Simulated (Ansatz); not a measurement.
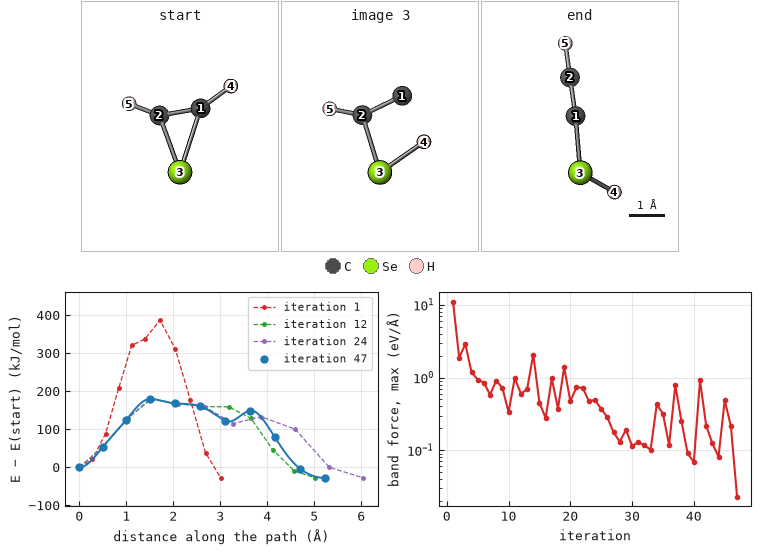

NEB run on C2H2Se. Images are numbered from 0 (start) to 10 (end). The plot follows the band through its iterations. A ball-and-stick model, seen at a tilt.

These are results of RKS PBE0-D4/def2-SVPD in Ansatz 0.2.0, not measurements.

Input
```yaml
crystal:
  periodic: [false, false, false]
  atoms:
    - { symbol: C, position_ang: [-0.521108, -0.27592, -0.298424] }
    - { symbol: C, position_ang: [0.369815, 0.525786, 0.153281] }
    - { symbol: Se, position_ang: [0.794279, -1.312655, 0.762288] }
    - { symbol: H, position_ang: [-1.425486, -0.461472, -0.868103] }
    - { symbol: H, position_ang: [0.782509, 1.524261, 0.250958] }
basis:
  gaussian: { orbitals: def2-SVPD }
hamiltonian:
  xc: pbe0
  dispersion: d4
neb:
  order_check: false
  images: 9
  f_tol: 0.03
  max_iterations: 60
  final_atoms:
    - { symbol: C, position_ang: [0.20283214, -0.00151887, 0.13545016] }
    - { symbol: C, position_ang: [0.62266019, 1.13507313, 0.21354254] }
    - { symbol: Se, position_ang: [-0.30989051, -1.75378611, 0.10468811] }
    - { symbol: H, position_ang: [-1.50225014, -1.52286098, -0.73092297] }
    - { symbol: H, position_ang: [0.98665732, 2.14309284, 0.27724215] }
  initial_path:
    images:
      - { positions_ang: [[-0.521108, -0.27592, -0.298424], [0.369815, 0.525786, 0.153281], [0.794279, -1.312655, 0.762288], [-1.425486, -0.461472, -0.868103], [0.782509, 1.524261, 0.250958]] }
      - { positions_ang: [[-0.5380159, -0.1540965, -0.33137113], [0.38209215, 0.57061086, 0.15337393], [0.69379138, -1.29590357, 0.69239191], [-1.38462103, -0.6422785, -0.80872223], [0.84676241, 1.52166772, 0.29432753]] }
      - { positions_ang: [[-0.55492381, -0.032273, -0.36431826], [0.3943693, 0.61543572, 0.15346685], [0.59330376, -1.27915215, 0.62249581], [-1.34375607, -0.82308501, -0.74934147], [0.91101581, 1.51907443, 0.33769707]] }
      - { positions_ang: [[-0.57183171, 0.08955049, -0.3972654], [0.40664645, 0.66026059, 0.15355978], [0.49281614, -1.26240072, 0.55259972], [-1.3028911, -1.00389151, -0.6899607], [0.97526922, 1.51648115, 0.3810666]] }
      - { positions_ang: [[-0.58873961, 0.21137399, -0.43021253], [0.4189236, 0.70508545, 0.15365271], [0.39232852, -1.2456493, 0.48270362], [-1.26202614, -1.18469801, -0.63057994], [1.03952263, 1.51388787, 0.42443613]] }
      - { positions_ang: [[-0.60564752, 0.33319749, -0.46315966], [0.43120076, 0.74991031, 0.15374563], [0.2918409, -1.22889787, 0.41280753], [-1.22116117, -1.36550452, -0.57119917], [1.10377603, 1.51129459, 0.46780567]] }
      - { positions_ang: [[-0.44395158, 0.26625422, -0.34343769], [0.46949264, 0.82694288, 0.16570502], [0.17149462, -1.33387552, 0.35118364], [-1.27737897, -1.39697581, -0.60314393], [1.08035229, 1.63765424, 0.42969296]] }
      - { positions_ang: [[-0.28225565, 0.19931094, -0.22371573], [0.50778453, 0.90397544, 0.1776644], [0.05114834, -1.43885317, 0.28955976], [-1.33359676, -1.4284471, -0.63508869], [1.05692855, 1.76401389, 0.39158026]] }
      - { positions_ang: [[-0.12055972, 0.13236767, -0.10399377], [0.54607641, 0.981008, 0.18962378], [-0.06919794, -1.54383082, 0.22793588], [-1.38981455, -1.4599184, -0.66703345], [1.0335048, 1.89037354, 0.35346756]] }
      - { positions_ang: [[0.04113621, 0.0654244, 0.0157282], [0.5843683, 1.05804057, 0.20158316], [-0.18954422, -1.64880847, 0.16631199], [-1.44603234, -1.49138969, -0.69897821], [1.01008106, 2.01673319, 0.31535486]] }
      - { positions_ang: [[0.20283214, -0.00151887, 0.13545016], [0.62266019, 1.13507313, 0.21354254], [-0.30989051, -1.75378611, 0.10468811], [-1.50225014, -1.52286098, -0.73092297], [0.98665732, 2.14309284, 0.27724215]] }
```

Launched with:
```bash
ansatz run input.yaml --threads 2 --pin off --max-ram 3072MiB --backend cpu --events-out ev --progress --plain --runs-dir out
```

Q: How did the profile develop, and is the result final?

A: The run is converged, with reservations. The band converged in 47 iterations. The largest component of the band force went from 11 to 0.023 eV/Å. The climbing image converged on the top of the path. Its vibrational analysis gives one imaginary mode (631i cm⁻¹), as a transition state must have. The first iteration put the highest image at 386.9 kJ/mol. The highest point, image 3, lies 179.8 kJ/mol above the start and 207.6 kJ/mol above the end; the end is at −27.8 kJ/mol relative to the start. The profile has 2 maxima (images 3, 7) with a dip at image 6 (+122.6 kJ/mol), so the process runs in steps.
